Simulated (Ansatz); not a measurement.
Method: PBE (plane waves to 420 eV, PAW; Ansatz, a quantum-chemistry and plane-wave program).

Host crystal: wurtzite ZnO, with a band gap (PBE, scalar-relativistic without spin-orbit coupling).

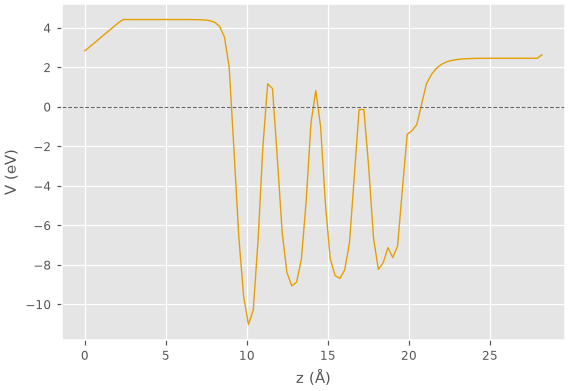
Planar average of the electrostatic potential across the slab, in eV from the highest filled level, for Li on the 1x1 (10-10) surface of wurtzite ZnO (cut with top plane O + Zn), one in a 1x1 cell, started at the site 'hollow O'

Slab: 17 atoms, 9.4 Å thick at the start under the adsorbate (thin: gaps and levels are the slab's own); k 6x4x1, smearing 0.01 eV, dipole-corrected; 8 atoms held, the rest relaxed; no symmetry held; spin-polarised, ending with about 0.1 μB a cell; orders that need a larger cell were not tried, no spin-orbit, no U, no dispersion correction. At the end it is bonded to 2 O + 3 Zn. In PBE it is, or lies within 0.03 eV of, the lowest of the starts that converged.

Q: The surface cell has an area of 17.36 Å². What dipole along the normal does the step between the two vacuum levels imply?

A: the top vacuum level lies 1.96 eV below the bottom one; p = −ε₀ A ΔV (ε₀ = 0.005526 e/(V·Å)) gives 0.19 e·Å a cell.
